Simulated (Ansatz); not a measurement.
# CH4N2Si: from a rough start to a minimum

What shape does CH4N2Si take? The plan is to relax it, then compute its harmonic vibrations to see whether it is a minimum and to get the zero-point energy and entropy.

Method: RKS PBE0-D4/def2-TZVP; program: Ansatz 0.2.0, Gaussian basis.

Plan: relaxation at PBE-D4/def2-SVP; relaxation at PBE0-D4/def2-TZVP; harmonic vibrations at the same level.

1 further run of the same task is left out (set aside as unsound or not needed).

## Step 1: Where the work starts

SMILES `N[SiH]1C=N1`, 8 atoms, charge 0, spin multiplicity 1.

Atoms are counted from 1 here; the program's logs count them from 0.

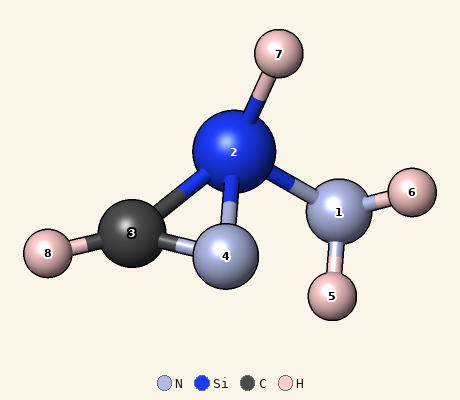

The starting geometry (nitrogen light blue, silicon blue, carbon dark grey, hydrogen pink); atoms are numbered from 1 in the order of the file.

As a file:

```tsv
atom	x (Å)	y (Å)	z (Å)
N1	-0.6297	1.3244	0.0250
Si2	0.2642	0.1215	0.6787
C3	-0.0472	-1.5324	0.1965
N4	0.2410	-0.8427	-0.8420
H5	-1.2076	0.8779	-0.7313
H6	-0.0379	1.9579	-0.5342
H7	1.6905	0.6048	0.7388
H8	-0.1813	-2.5685	0.4127
```

The start is a force-field geometry with small random shifts, so a cheaper pass at PBE-D4/def2-SVP comes first.

## Step 2: Optimising with PBE-D4/def2-SVP (cheap first pass)

in.yaml

```yaml
crystal:
  periodic: [false, false, false]
  atoms:
    - {symbol: N, position_ang: [-0.629700, 1.324400, 0.025000]}
    - {symbol: Si, position_ang: [0.264200, 0.121500, 0.678700]}
    - {symbol: C, position_ang: [-0.047200, -1.532400, 0.196500]}
    - {symbol: N, position_ang: [0.241000, -0.842700, -0.842000]}
    - {symbol: H, position_ang: [-1.207600, 0.877900, -0.731300]}
    - {symbol: H, position_ang: [-0.037900, 1.957900, -0.534200]}
    - {symbol: H, position_ang: [1.690500, 0.604800, 0.738800]}
    - {symbol: H, position_ang: [-0.181300, -2.568500, 0.412700]}
basis:
  gaussian: {orbitals: def2-SVP}
hamiltonian: {xc: pbe, dispersion: d4}
relax: {f_tol: 0.03, max_steps: 200}
```

The run is started by

```console
ansatz run in.yaml --threads 2 --pin off --events-out ev --progress --plain --max-ram 4352MiB
```

The log of the run (excerpt; [...] marks lines left out):

```text
Functional definition: PBE
  name "PBE"
  cite "Perdew, Burke & Ernzerhof, Phys. Rev. Lett. 77, 3865 (1996) doi:10.1103/PhysRevLett.77.3865"
  parent pbe
[...]
930 factors; their error is unknown
[...]
mean field -11942.59465369 eV, -438.8822585417 hartree, gradient 6.9e-5 eV, S^2 0.000000; 0 other end points of the search recorded, 0 dependent functions left out
[...]
reference -11942.59468399 eV, -438.8822596553 hartree; 19, 19 occupied and 61, 61 virtual orbitals, 930 factors
relax step   1: F+E_penalty+E_count = -11942.75355742 eV  Δ(F+E_penalty+E_count) = +0.000e0 eV  max|allowed force component| = 3.487e0 eV/Å  Δτ_max = 0.0000 Å  (28 SCF iters, accepted)
[...]
relax step   3: F+E_penalty+E_count = -11944.04964698 eV  Δ(F+E_penalty+E_count) = -3.877e-1 eV  max|allowed force component| = 6.012e-1 eV/Å  Δτ_max = 0.1985 Å  (37 SCF iters, accepted)
[...]
relax step   5: F+E_penalty+E_count = -11944.21632487 eV  Δ(F+E_penalty+E_count) = -2.593e-2 eV  max|allowed force component| = 1.041e0 eV/Å  Δτ_max = 0.1600 Å  (35 SCF iters, accepted)
[...]
relax step   7: F+E_penalty+E_count = -11944.24283942 eV  Δ(F+E_penalty+E_count) = +1.067e-2 eV  max|allowed force component| = 4.755e-1 eV/Å  Δτ_max = 0.1792 Å  (29 SCF iters, rejected (line search))
[...]
relax step   9: F+E_penalty+E_count = -11944.27458625 eV  Δ(F+E_penalty+E_count) = -1.119e-3 eV  max|allowed force component| = 6.528e-2 eV/Å  Δτ_max = 0.0206 Å  (31 SCF iters, accepted)
[...]
relax step  10: F+E_penalty+E_count = -11944.27480956 eV  Δ(F+E_penalty+E_count) = -2.233e-4 eV  max|allowed force component| = 1.332e-2 eV/Å  Δτ_max = 0.0054 Å  (32 SCF iters, accepted)
930 factors; their error is unknown
[...]
mean field -11944.12519120 eV, -438.9385047576 hartree, gradient 2.6e-5 eV, S^2 0.000000; 1 other end points of the search recorded, 0 dependent functions left out
[...]
reference -11944.12522216 eV, -438.9385058956 hartree; 19, 19 occupied and 61, 61 virtual orbitals, 930 factors
Total energy: -11944.27484053 eV, -438.9440042692 hartree
Atom 0 at    -0.610710     1.385528    -0.101099 Å, force    -0.004163    -0.001693    -0.001155 eV/Å
Atom 1 at     0.484681     0.098967     0.247693 Å, force     0.000515    -0.012656     0.008059 eV/Å
Atom 2 at     0.027737    -1.631793     0.194528 Å, force     0.005842     0.013324     0.000400 eV/Å
Atom 3 at     0.731978    -1.348706    -0.858448 Å, force    -0.002203    -0.006906     0.000715 eV/Å
Atom 4 at    -1.543042     1.171190    -0.461802 Å, force     0.000305     0.003282     0.001985 eV/Å
Atom 5 at    -0.251930     2.255516    -0.502567 Å, force     0.001283     0.008356    -0.004127 eV/Å
Atom 6 at     1.692845     0.614857     0.947104 Å, force    -0.002745     0.000740    -0.002324 eV/Å
Atom 7 at    -0.439558    -2.602659     0.478791 Å, force     0.001165    -0.004447    -0.003552 eV/Å
Dipole moment:    -0.287807     0.365378     0.089422 e Å
```

Run time: 13 s. Hardware: 2 threads of Arm Neoverse V1, shared host.

Step by step: (the energy doesn't fall at every step)

```tsv
step	energy from step 1 (eV)	largest force component (eV/Å)
1	0.0000	3.4866
2	-0.9084	1.4784
3	-1.2961	0.6012
4	-1.4368	0.5096
5	-1.4628	1.0411
6	-1.5000	0.5161
7	-1.4893	0.4755
8	-1.5199	0.1756
9	-1.5210	0.0653
10	-1.5213	0.0133
```

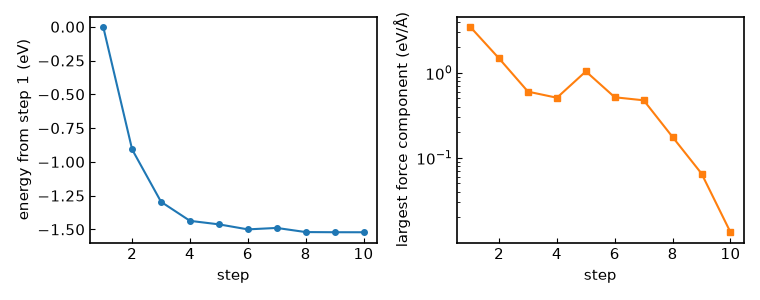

Energy and largest force along the relaxation.

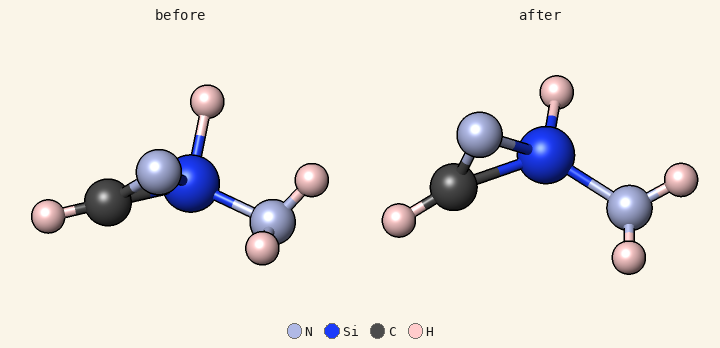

Before and after, at one scale.

Distances of close pairs at the start and the end, largest changes first:

```tsv
bond	before (Å)	after (Å)	change (Å)
N1–Si2	1.635	1.725	+0.090
C3–H8	1.067	1.114	+0.047
Si2–C3	1.751	1.791	+0.040
Si2–N4	1.801	1.839	+0.038
N1–H5	1.051	1.022	-0.029
Si2–H7	1.507	1.488	-0.019
C3–N4	1.280	1.298	+0.018
N1–H6	1.032	1.023	-0.009
```

## Step 3: Relaxation at PBE0-D4/def2-TZVP

in.yaml

```yaml
crystal:
  periodic: [false, false, false]
  atoms:
    - {symbol: N, position_ang: [-0.610710, 1.385528, -0.101099]}
    - {symbol: Si, position_ang: [0.484681, 0.098967, 0.247693]}
    - {symbol: C, position_ang: [0.027737, -1.631793, 0.194528]}
    - {symbol: N, position_ang: [0.731978, -1.348706, -0.858448]}
    - {symbol: H, position_ang: [-1.543042, 1.171190, -0.461802]}
    - {symbol: H, position_ang: [-0.251930, 2.255516, -0.502567]}
    - {symbol: H, position_ang: [1.692845, 0.614857, 0.947104]}
    - {symbol: H, position_ang: [-0.439558, -2.602659, 0.478791]}
basis:
  gaussian: {orbitals: def2-TZVP}
hamiltonian: {xc: pbe0, dispersion: d4}
relax: {f_tol: 0.005, max_steps: 150}
```

Launched as before.

The log of the run (excerpt; [...] marks lines left out):

```text
Functional definition: PBE0
  name "PBE0"
  cite "Adamo & Barone, J. Chem. Phys. 110, 6158 (1999) doi:10.1063/1.478522"
  cite "Perdew, Burke & Ernzerhof, Phys. Rev. Lett. 77, 3865 (1996) doi:10.1103/PhysRevLett.77.3865"
  parent pbe
[...]
934 factors; their error is unknown
[...]
mean field -11952.62740570 eV, -439.2509553776 hartree, gradient 1.8e-5 eV, S^2 0.000000; 0 other end points of the search recorded, 0 dependent functions left out
[...]
reference -11952.62743389 eV, -439.2509564136 hartree; 19, 19 occupied and 135, 135 virtual orbitals, 934 factors
relax step   1: F+E_penalty+E_count = -11952.75251608 eV  Δ(F+E_penalty+E_count) = +0.000e0 eV  max|allowed force component| = 1.212e0 eV/Å  Δτ_max = 0.0000 Å  (29 SCF iters, accepted)
[...]
reference -11952.71101464 eV, -439.2540279494 hartree; 19, 19 occupied and 135, 135 virtual orbitals, 934 factors
Total energy: -11952.83735417 eV, -439.2586708416 hartree
Atom 0 at    -0.590254     1.333761    -0.178388 Å, force    -0.000521    -0.000197     0.000245 eV/Å
Atom 1 at     0.480139     0.073940     0.189445 Å, force    -0.002270     0.003533    -0.000444 eV/Å
Atom 2 at     0.029123    -1.628834     0.245588 Å, force     0.000505     0.000388     0.000746 eV/Å
Atom 3 at     0.670798    -1.354824    -0.840497 Å, force     0.000248    -0.003115     0.000057 eV/Å
Atom 4 at    -1.483296     1.186425    -0.616563 Å, force    -0.000505    -0.000369     0.000013 eV/Å
Atom 5 at    -0.277162     2.287475    -0.238619 Å, force     0.000908     0.000569     0.000151 eV/Å
Atom 6 at     1.668113     0.636410     0.853553 Å, force     0.000930    -0.001074     0.000428 eV/Å
Atom 7 at    -0.405460    -2.591453     0.529681 Å, force     0.000705     0.000264    -0.001195 eV/Å
Dipole moment:    -0.279717     0.435936     0.190503 e Å
```

Wall time 31 s (2 threads of Arm Neoverse V1, shared host); peak memory 0.3 GiB.

Step by step:

```tsv
step	energy from step 1 (eV)	largest force component (eV/Å)
1	0.0000	1.2117
2	-0.0544	0.5003
3	-0.0747	0.2067
4	-0.0779	0.2622
5	-0.0825	0.1125
6	-0.0839	0.0594
7	-0.0844	0.0405
8	-0.0847	0.0329
9	-0.0848	0.0279
10	-0.0848	0.0035
```

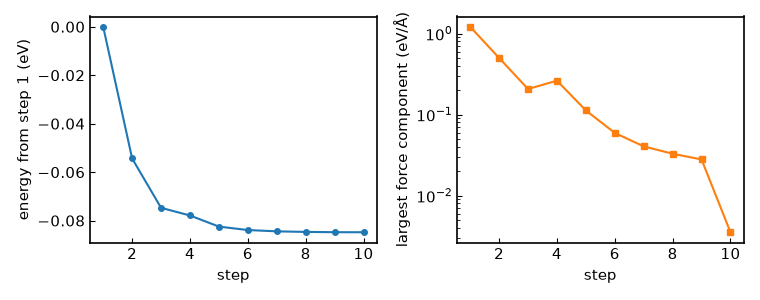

Energy and largest force along the relaxation.

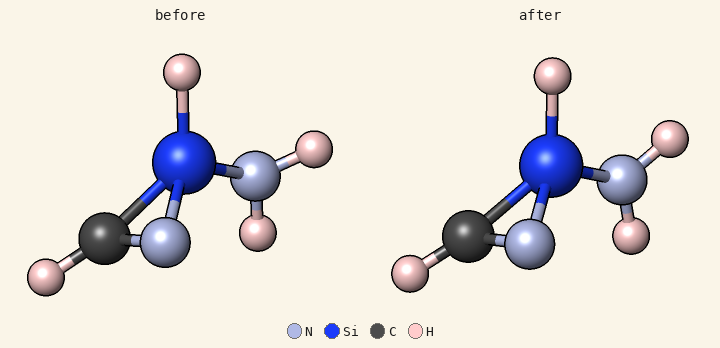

Before and after, at one scale.

Close pairs (by a distance rule), those that changed most:

```tsv
bond	before (Å)	after (Å)	change (Å)
Si2–N4	1.839	1.772	-0.067
N1–Si2	1.725	1.694	-0.032
Si2–C3	1.791	1.762	-0.028
C3–H8	1.114	1.094	-0.021
N1–H6	1.023	1.006	-0.018
N1–H5	1.022	1.006	-0.017
Si2–H7	1.488	1.473	-0.016
C3–N4	1.298	1.291	-0.007
```

Mulliken charges at the end point, from the run's report:

```tsv
atom	value (e)
N1	-0.63
Si2	0.40
C3	-0.09
N4	-0.29
H5	0.25
H6	0.25
H7	-0.02
H8	0.13
```

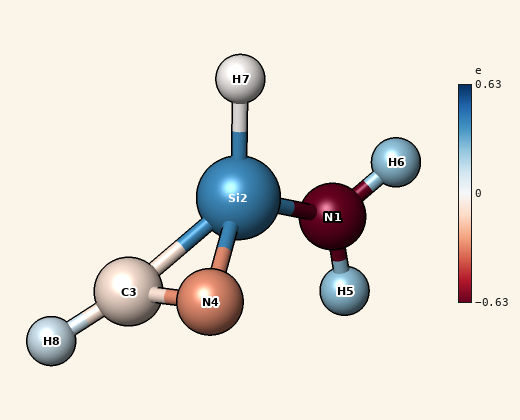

Mulliken charges at the end point, from the run's report, as colours on the atoms.

## Step 4: Force constants and modes

in.yaml

```yaml
crystal:
  periodic: [false, false, false]
  atoms:
    - {symbol: N, position_ang: [-0.590254, 1.333761, -0.178388]}
    - {symbol: Si, position_ang: [0.480139, 0.073940, 0.189445]}
    - {symbol: C, position_ang: [0.029123, -1.628834, 0.245588]}
    - {symbol: N, position_ang: [0.670798, -1.354824, -0.840497]}
    - {symbol: H, position_ang: [-1.483296, 1.186425, -0.616563]}
    - {symbol: H, position_ang: [-0.277162, 2.287475, -0.238619]}
    - {symbol: H, position_ang: [1.668113, 0.636410, 0.853553]}
    - {symbol: H, position_ang: [-0.405460, -2.591453, 0.529681]}
basis:
  gaussian: {orbitals: def2-TZVP}
hamiltonian: {xc: pbe0, dispersion: d4}
phonons: {temperatures: {t_min: 298.15, t_max: 900, t_step: 200}}
```

Same command.

The log of the run (excerpt; [...] marks lines left out):

```text
Functional definition: PBE0
  name "PBE0"
  cite "Adamo & Barone, J. Chem. Phys. 110, 6158 (1999) doi:10.1063/1.478522"
  cite "Perdew, Burke & Ernzerhof, Phys. Rev. Lett. 77, 3865 (1996) doi:10.1103/PhysRevLett.77.3865"
  parent pbe
[...]
934 factors; their error is unknown
[...]
mean field -11952.71098454 eV, -439.2540268435 hartree, gradient 2.8e-5 eV, S^2 0.000000; 0 other end points of the search recorded, 0 dependent functions left out
[...]
reference -11952.71101263 eV, -439.2540278755 hartree; 19, 19 occupied and 135, 135 virtual orbitals, 934 factors
[...]
934 factors; their error is unknown
mean field -11952.71079313 eV, -439.2540198093 hartree, gradient 1.4e-6 eV, S^2 0.000000; 0 other end points of the search recorded, 0 dependent functions left out
[...]
reference -11952.71082122 eV, -439.2540208415 hartree; 19, 19 occupied and 135, 135 virtual orbitals, 934 factors
[...]
Atom 0 at    -0.590254     1.333761    -0.178388 Å, force    -0.000517    -0.000236     0.000228 eV/Å
Atom 1 at     0.480139     0.073940     0.189445 Å, force    -0.002323     0.003517    -0.000482 eV/Å
Atom 2 at     0.029123    -1.628834     0.245588 Å, force     0.000528     0.000361     0.000780 eV/Å
Atom 3 at     0.670798    -1.354824    -0.840497 Å, force     0.000252    -0.003089     0.000057 eV/Å
Atom 4 at    -1.483296     1.186425    -0.616563 Å, force    -0.000496    -0.000346     0.000031 eV/Å
Atom 5 at    -0.277162     2.287475    -0.238619 Å, force     0.000917     0.000594     0.000149 eV/Å
Atom 6 at     1.668113     0.636410     0.853553 Å, force     0.000929    -0.001079     0.000438 eV/Å
Atom 7 at    -0.405460    -2.591453     0.529681 Å, force     0.000709     0.000278    -0.001201 eV/Å
Dipole moment:    -0.279716     0.435934     0.190503 e Å
Vibrations: 175.53 263.68 281.11 323.43 617.45 686.95 738.83 795.99 848.41 903.35 979.40 1213.38 1547.07 1574.11 2292.07 3073.83 3623.15 3723.63 cm⁻¹, zero-point energy 1.466818 eV
```

Wall time 1.7 min (2 threads of Arm Neoverse V1, shared host); peak memory 0.3 GiB.

Motions are named by where the mode's potential energy lies. The modes, unscaled (a negative number is an imaginary wavenumber):

```tsv
mode	cm⁻¹	motion
1	176	torsion with bend
2	264	bend
3	281	torsion with bend
4	323	torsion
5	617	torsion with bend
6	687	bend with Si–N stretch
7	739	bend
8	796	bend with Si–C stretch
9	848	out-of-plane bend
10	903	bend
11	979	Si–N stretch with bend
12	1213	bend
13	1547	C–N stretch
14	1574	bend
15	2292	Si–H stretch
16	3074	C–H stretch
17	3623	N–H stretch
18	3724	N–H stretch
```

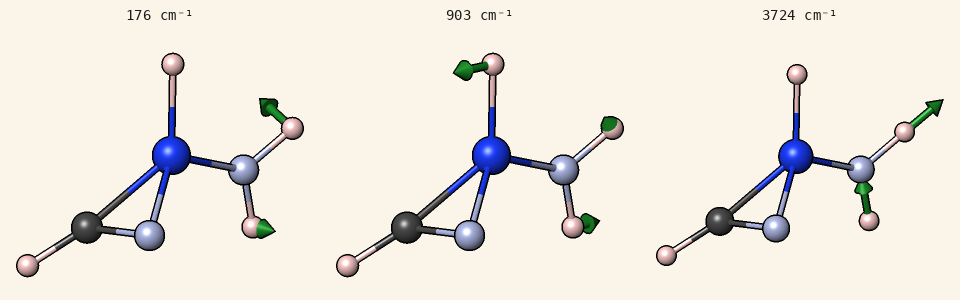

How the atoms move in 3 of the modes.

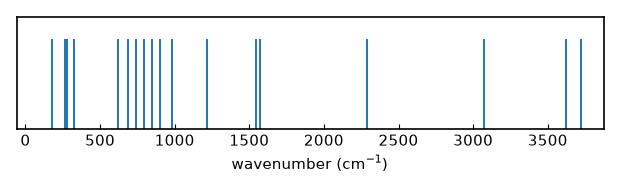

The harmonic wavenumbers as sticks (no intensities were computed).

From these modes and the moments of inertia (298.15 K, 1 bar, symmetry number 1):

```tsv
term	value
zero-point energy	33.8 kcal/mol
H(298) − E	37.8 kcal/mol
entropy, translation	162.2 J/(mol K)
entropy, rotation	101.6 J/(mol K)
entropy, vibration	35.6 J/(mol K)
entropy, total	299.4 J/(mol K)
```

## Step 5: Outcome

```
                  quantity            value
               point group               C1
                     steps          10 + 10
shift from the start (rms)          0.405 Å
              total energy   -11952.8374 eV
           dispersion term         -126 meV
             dipole moment           2.65 D
lowest, highest wavenumber   176, 3724 cm⁻¹
         zero-point energy    33.8 kcal/mol
       entropy at 298.15 K  299.4 J/(mol K)
```

In words: The atoms moved 0.40 Å (rms) from the start; the bond that changed most is N1–Si2, from 1.635 to 1.694 Å. All wavenumbers are real, so the end point is a minimum. The stiffest mode, 3724 cm⁻¹, is an N–H stretch. Harmonic hybrid wavenumbers usually lie a few per cent above measured fundamentals. The largest Mulliken charge, -0.63 e, sits on N1.
